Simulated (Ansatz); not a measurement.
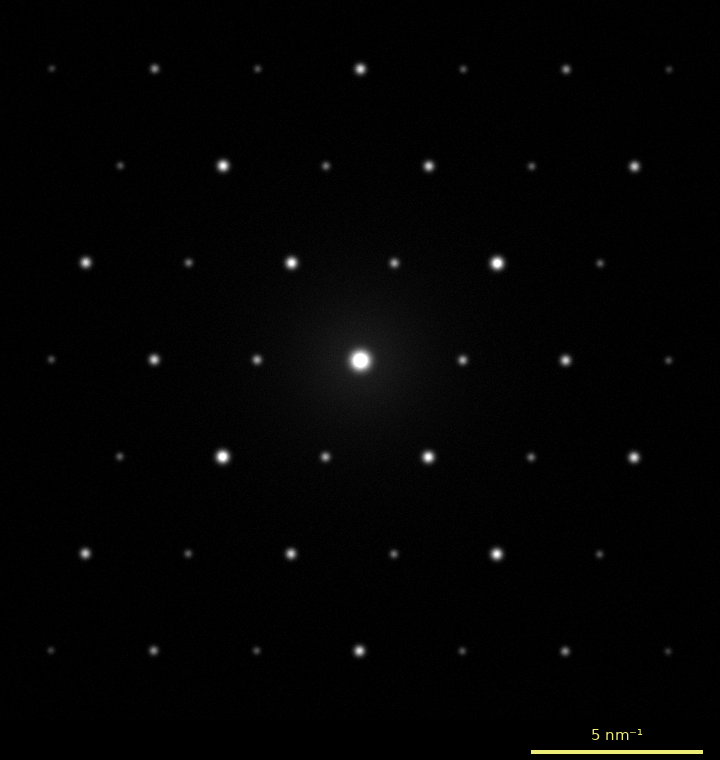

Kinematic zone-axis pattern, calculated for 200 keV electrons with B = 0.5 Å².

Phase: GeOs2, space group Fm-3m (No. 225), a = 5.731 Å. Structure: the geometry relaxed with DFT PBEsol, scalar-relativistic, plane waves, PAW (Ansatz); the starting structure was generated, so it need not be a known form of this composition.

**Which low-index zone axis gives this pattern?**

The spots form a centred rectangular net with both shortest vectors at d = 3.31 Å, 70.5° apart. They index as -1 1 -1 and -1 1 1, so the zone axis is [110] (or an equivalent direction of <110>).

**Which reflections of this zone are missing, and why?**

The lattice centring (F) removes all reflections that break h + k = 2n, h + l = 2n.

**List the strongest reflections.**

Strongest reflections with d > 1.02 Å, one of each family (|F|² from tabulated Gaussian fits of the electron scattering factors, times a small damping for the curvature of the Ewald sphere):

```
   hkl  d (Å)  I (strongest = 100)
2 -2 0  2.026                  100
 0 0 2  2.865                   55
 0 0 4  1.433                   49
2 -2 4  1.170                   30
2 -2 2  1.654                   23
1 -1 1  3.309                   10
```
